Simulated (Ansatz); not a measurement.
# CH4AlGaO: how energies converge with the basis set

How large a basis does CH4AlGaO need? Two functionals are run in growing sets.

The runs use Ansatz 0.2.0, Gaussian basis; one geometry, several basis sets.

The runs, in order: PBE0-D4/def2-SVP; ωB97M-V/def2-SVP; PBE0-D4/def2-QZVPP; ωB97M-V/def2-QZVPP; the functionals' def2-TZVPP values are taken from earlier runs.

### 1 The relaxed structure

The geometry comes from an earlier relaxation with PBE0-D4 in a triple-zeta def2 set; it is a stationary point, not always the lowest conformer.

8 atoms, charge 0, spin multiplicity 1.

Atoms are counted from 1 here; the program's logs count them from 0.

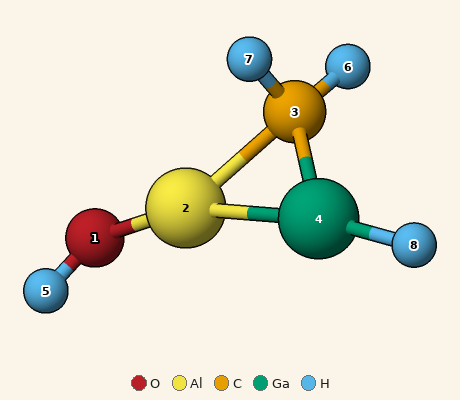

The geometry (oxygen red, aluminium yellow, carbon amber, gallium teal, hydrogen blue); atoms are numbered from 1 in the order of the file.

### 2 PBE0-D4 in def2-SVP

Input file in.yaml:

```yaml
crystal:
  periodic: [false, false, false]
  atoms:
    - {symbol: O, position_ang: [-1.090515, 1.761911, -1.519894]}
    - {symbol: Al, position_ang: [-0.572653, 0.559353, -0.447141]}
    - {symbol: C, position_ang: [1.059018, -0.044218, 0.373668]}
    - {symbol: Ga, position_ang: [-0.287639, -1.538910, 0.705456]}
    - {symbol: H, position_ang: [-2.000092, 1.886947, -1.786753]}
    - {symbol: H, position_ang: [2.134360, -0.072681, 0.197348]}
    - {symbol: H, position_ang: [0.870865, 0.488834, 1.338133]}
    - {symbol: H, position_ang: [-0.113355, -3.041245, 1.139183]}
basis:
  gaussian: {orbitals: def2-SVP}
hamiltonian: {xc: pbe0, dispersion: d4}
output: {orbitals: {seedname: orbitals}}
```

Command:

```bash
> ansatz run in.yaml --threads 2 --pin off --events-out ev --progress --plain --max-ram 4352MiB
```

Further steps of the session: ωB97M-V in def2-SVP; PBE0-D4 in def2-QZVPP; ωB97M-V in def2-QZVPP.

Before running them: what should the planned runs give, taken together? Wanted: PBE0-D4: double and triple zeta above quadruple; ωB97M-V: double and triple zeta above quadruple.

**Answer**, as computed:

```
                                       quantity           value
PBE0-D4: double and triple zeta above quadruple  14.49, 1.57 eV
ωB97M-V: double and triple zeta above quadruple  14.50, 1.52 eV
```

In words: For PBE0-D4 the step from double to triple zeta gains 12.92 eV and the next only 1.57 eV. These are total energies; as a rule much of such shifts cancels in differences, which this series doesn't test.
